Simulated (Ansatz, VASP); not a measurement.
# AlGaAsN: VASP beside Ansatz, part 2 of 2

Aim: how closely do two programs agree when they are given the same cell, functional and k mesh? The cell is invented: As first built, before any earlier steps moved the atoms (in the runner's words): it takes the AlGaN2 structure with some of its atoms replaced by other elements, volume scaled by an estimate. It may not be a known or stable phase. The cell is taken from a series of VASP runs on this material, whose earlier steps may have relaxed, scaled or displaced it; both programs get it as it stands. Valence electrons are named where the data sets of a main pair hold unlike numbers.

VASP 6.6.1 and Ansatz 0.2.0.

So far: The structure; Ansatz: band structure, revPBE; VASP: band structure, revPBE.

### 4. Differences

Known differences besides the potentials themselves: the data sets hold 36 valence electrons in Ansatz (on its default PAW (the set named soft_2) files) and 26 in VASP; the cutoff is 420 eV in Ansatz and 520 eV in VASP; Ansatz makes its cores anew for this functional, VASP keeps those of its PBE data sets; VASP leaves aspherical gradient terms in its spheres out (LASPH is not set), Ansatz keeps them. Total energies have different zeros and are not compared.

Both answers:

```tsv
quantity	Ansatz	VASP	difference
pressure (GPa)	-0.07	-0.01	-0.06
pressure without Ansatz's Pulay correction (GPa)	-0.23	-0.01	-0.22
```

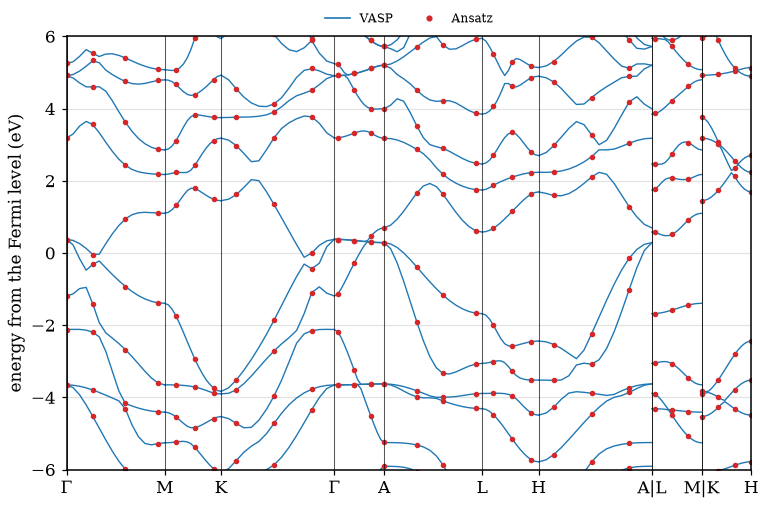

Bands from VASP (lines) and levels from Ansatz (dots). Dots without a line are higher empty bands that the VASP plot leaves out.

At this near-relaxed geometry the largest component of a force difference is 13 meV/Å. Levels from 3 eV below to 2 eV above the Fermi level differ by 5 meV r.m.s. and 9 meV at most; each VASP level is matched to the nearest of Ansatz, which flatters the figure a little. Ansatz's pressure holds a Pulay correction of 0.16 GPa; VASP's holds none.

### 5. VASP: single point, revPBE

A single point gives forces, pressure and levels at one fixed geometry, so differences don't come from the geometry; what else differs is listed under the comparison.

The input, INCAR:

```
SYSTEM = AlGaAsN
PREC = Accurate
ENCUT = 520
EDIFF = 1E-06
NELM = 100
ISMEAR = 0
SIGMA = 0.05
LREAL = .FALSE.
ALGO = Normal
GGA = RE
NBANDS = 45
LORBIT = 11
LWAVE = .FALSE.
LCHARG = .FALSE.
KPAR = 2
LOPTICS = .TRUE.
NEDOS = 1500
CSHIFT = 0.1
```

The input, POSCAR:

```
AlGaAsN
1.0
    3.5732612378      0.0000000000      0.0000000000
   -1.7866306189      3.0945347452      0.0000000000
    0.0000000000      0.0000000000      6.0989016103
As Ga Al N
1 1 1 1
Direct
    0.0000000000      0.0000000000      0.6318102766
    0.6666666700      0.3333333300      0.4433230830
    0.0000000000      0.0000000000      0.0466377218
    0.6666666700      0.3333333300      0.1146289287
```

The input, KPOINTS:

```
Automatic mesh
0
Gamma
9 9 5
0 0 0
```

PAW data sets: As, Ga_d, Al and N (PBE family, release 64).

The run is started by

```console
$ mpirun -np 2 vasp_std
```

Numbers of over 12 decimals in the logs are rounded to 6 here.

Output:

```text
[banner, memory and clock lines left out]
running    2 mpi-ranks, on    1 nodes
[...]
[... a notice as in an earlier step ...]

 LDA part: xc-table for (Slater+PW92), standard interpolation
 POSCAR, INCAR and KPOINTS ok, starting setup
[...]
entering main loop
       N       E                     dE             d eps       ncg     rms          rms(c)
DAV:   1     0.203297538775E+03    0.20330E+03   -0.92210E+03  5796   0.714E+02
DAV:   2     0.742856088748E+01   -0.19587E+03   -0.16722E+03  4996   0.291E+02
DAV:   3    -0.211555946302E+02   -0.28584E+02   -0.28019E+02  5410   0.649E+01
DAV:   4    -0.219421230497E+02   -0.78653E+00   -0.78555E+00  5299   0.112E+01
[...]
DAV:  13    -0.197301872992E+02   -0.12065E-04   -0.30956E-05  5432   0.260E-02    0.140E-02
DAV:  14    -0.197301931880E+02   -0.58888E-05   -0.13258E-05  5096   0.125E-02    0.260E-03
DAV:  15    -0.197301935343E+02   -0.34632E-06   -0.83513E-07  5103   0.568E-03
   1 F= -.19730194E+02 E0= -.19729306E+02  d E =-.177525E-02
 optical routines
 imaginary and real dielectric function
 recalculating local potential from charge density
 direction            1
 direction            2
 direction            3
```

From OUTCAR (step 5):

```text
  Total        0.0735226      0.0735226     -0.3361111     -0.0000000      0.0000000      0.0000000
  in kB        1.7467062      1.7467059     -7.9851245     -0.0000000      0.0000000      0.0000000
  external PRESSURE =      -1.4972375 kB  Pullay stress =       0.0000000 kB

 POSITION                                       TOTAL-FORCE (eV/Angst)
 -----------------------------------------------------------------------------------
      0.00000      0.00000      3.85335         0.000000      0.000000     -0.038878
      1.78663      1.03151      2.70378        -0.000000      0.000000      0.129471
      0.00000      0.00000      0.28444         0.000000      0.000000     -0.110247
      1.78663      1.03151      0.69911         0.000000     -0.000000      0.019654
 -----------------------------------------------------------------------------------
    total drift:                               -0.000020      0.000002      0.000854

  FREE ENERGIE OF THE ION-ELECTRON SYSTEM (eV)
  ---------------------------------------------------
  free  energy   TOTEN  =       -19.7301935343 eV

  energy  without entropy=      -19.7284182855  energy(sigma->0) =      -19.72930591

[... 1 part as in an earlier step ...]

[... 2 further parts left out ...]
[key lines of the parts left out:]
E-fermi :   6.1669
```

The intraband (Drude) part is not in this spectrum.

### 6. Ansatz: single point, revPBE

The same cell, functional, mesh and smearing now go to Ansatz, which takes its cutoff from its data sets.

The cell is taken from a series of VASP runs on this material, whose earlier steps may have relaxed, scaled or displaced it; both programs get it as it stands.

The input, input.yaml:

```yaml
crystal:
  lattice:
    - [3.5732612378, 0.0, 0.0]
    - [-1.7866306189, 3.0945347452, 0.0]
    - [0.0, 0.0, 6.0989016103]
  atoms:
    - { symbol: As, position: [0.0, 0.0, 0.6318102766] }
    - { symbol: Ga, position: [0.66666667, 0.33333333, 0.443323083] }
    - { symbol: Al, position: [0.0, 0.0, 0.0466377218] }
    - { symbol: "N", position: [0.66666667, 0.33333333, 0.1146289287] }
hamiltonian:
  xc: revpbe
  pseudopotentials: { kind: paw }
kpoints:
  mp_grid: { grid: [9, 9, 5] }
scf:
  occupations: { method: gaussian, width: 0.05 }
  n_extra_bands: 5
output:
  forces: true
  stress: true
  eigenvalues: true
```

The run is started by

```console
$ ansatz run input.yaml --threads 2 --pin off --max-ram 4608MiB --backend cpu --events-out ev --progress --plain --runs-dir out
```

Output:

```text
[...]
Crystal: 4 atoms, lattice volume = 67.439 Å³
Basis set: ecut = 420 eV, 1287 PW (Γ), exchange–correlation on 48×48×90 points (8 copies of the dense FFT grid, shifted against one another)
Bands: 23, of which v1, the nominal top of the filled ones, is band 18 counted from 1 (17 counted from 0)
Symmetry: 6 space group operations
[...]
k-points: 50 of 405 (time reversal used)
[...]
k-point 0: bands = [... 14 lower, 5.4809, 7.0676, 7.9782, 9.6340, 9.6340, 12.4133, 14.1460, 14.1460, ... 1 higher]
  k-point 1: bands = [... 14 lower, 5.4902, 5.9370, 8.8875, 9.6028, 9.6028, 12.5381, 13.7327, 14.2026, ... 1 higher]
  k-point 2: bands = [... 14 lower, 5.5053, 5.5053, 9.5523, 9.5523, 9.7242, 12.4608, 13.2312, 14.3833, ... 1 higher]
  k-point 49: bands = [... 14 lower, 3.3305, 4.8275, 5.5652, 6.6252, 11.0736, 11.5565, 11.7633, 14.1384, ... 1 higher]
[key lines of the parts left out:]
SCF converged after 9 iterations
Free energy (F): -9573.215383 eV
Fermi energy:    9.321660 eV
P = ⅓ Tr σ = -0.2087 GPa (-2.087 kbar)
```

It took 8.1 s on 2 threads of Arm Neoverse N1, shared host; peak memory 0.41 GiB; 16 s of CPU time.

The run ends at a pressure of -0.21 GPa, with forces up to 0.15 eV/Å.

### 7. Comparison

What differs besides the data sets and the points named for the pairs above, as far as they apply: the data sets hold 36 valence electrons in Ansatz (on its default PAW (the set named soft_2) files) and 26 in VASP. Total energies have different zeros and are not compared.

The two programs side by side:

```tsv
quantity	Ansatz	VASP	difference
pressure (GPa)	-0.21	-0.15	-0.06
pressure without Ansatz's Pulay correction (GPa)	-0.37	-0.15	-0.22
```

Forces (eV/Å; atoms numbered as in POSCAR):

```tsv
atom	Ansatz x, y, z	VASP x, y, z
As1	0.000, 0.000, -0.055	0.000, 0.000, -0.039
Ga2	0.000, 0.000, 0.148	0.000, 0.000, 0.129
Al3	0.000, 0.000, -0.120	0.000, 0.000, -0.110
N4	0.000, 0.000, 0.026	0.000, 0.000, 0.020
```

The forces differ by 7.8 meV/Å r.m.s., which is 15.4 % of the r.m.s. force of 0.051 eV/Å (both taken over all components). Ansatz's pressure holds a Pulay correction of 0.16 GPa; VASP's holds none.

### 8. Results

* r.m.s. difference of levels near the Fermi level (band structure, revPBE): 5.1 meV
* r.m.s. force difference (single point, revPBE): 7.8 meV/Å

**Reading.** The r.m.s. force difference is 7.8 meV/Å (single point, revPBE), within the 12 meV/Å picked in this series as the mark of a large difference. The data sets hold unlike numbers of valence electrons (36 in Ansatz and 26 in VASP), so part of the differences comes from the potentials. Such differences can come from data sets, numerical settings and the points named under the comparisons, not from the functional's error against experiment.

[Lines on the potential files, build, host, timing and source positions are cut from VASP's logs without a mark.]

[Logs are printed without paths, hosts, clocks, repeated set-up lines and the standing remarks that a program may print on its own settings, such as how far it seeks lower states.]

[Hosts, paths, dates, database ids (printed as entryN), source tags and the programs' standing remarks are cut or masked in the printed files.]
